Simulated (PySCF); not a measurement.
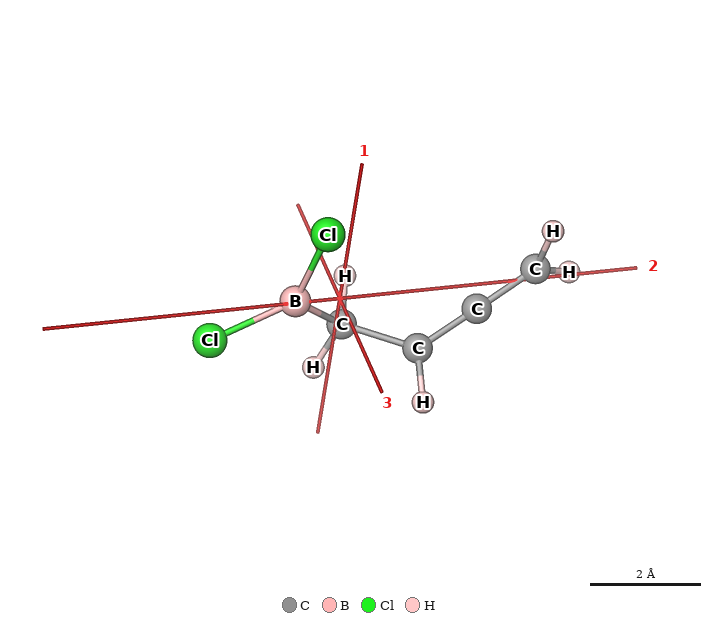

The three principal axes of inertia are drawn and numbered. Atoms fade into the background with distance from the viewer. The geometry was computed by an optimisation with PBE0-D3(BJ)/def2-SVP. No frequency run is at hand to confirm it as a minimum. Masses are those of the most abundant isotopes; constants are for the rigid equilibrium geometry.

Which line is the a axis (least moment of inertia), which b and which c?

Answer. a is line 2, b is line 1, c is line 3; the moments are 155, 560, 691 u Å².

Classify the rotor and give the rotational constants (GHz).

Answer. An asymmetric top (C1): A = 3.26, B = 0.903, C = 0.731 GHz. Ray's parameter κ is −0.86, close to the prolate limit.
